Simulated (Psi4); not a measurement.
**GaNH2Cl2 (SMILES [NH2][Ga]([Cl])[Cl]): methods side by side**

GaNH2Cl2: 6 atoms, total charge 0, spin state singlet. SMILES: `[NH2][Ga]([Cl])[Cl]`. Geometry: optimised at PBE0/def2-TZVP.

Quantity: the dipole moment, in D. The values are calculated.

| level | kind | program | value (D) | CPU time |
| --- | --- | --- | --- | --- |
| PBE-D4/def2-TZVPP (density fitting) | GGA | Psi4 | 2.64 | 80 s |
| r2SCAN-D4/def2-TZVPP (density fitting) | meta-GGA | Psi4 | 2.68 | 4.2 min |
| B3LYP-D4/def2-TZVPP (density fitting) | global hybrid | Psi4 | 2.62 | 77 s |
| PBE0-D4/def2-TZVPP (density fitting) | global hybrid | Psi4 | 2.63 | 77 s |
| wB97M-V/def2-TZVPP (density fitting) | range-separated hybrid | Psi4 | 2.59 | 4.3 min |

All-electron rows without a relativistic Hamiltonian named are non-relativistic. The values span 2.59 to 2.68 D. Magnitudes only. CPU times are rough (shared hosts, several kinds of processor and program).

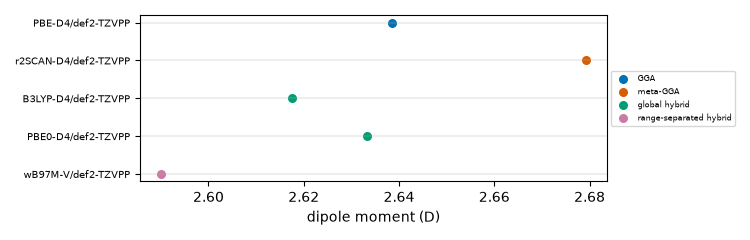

The values of the table, level by level.
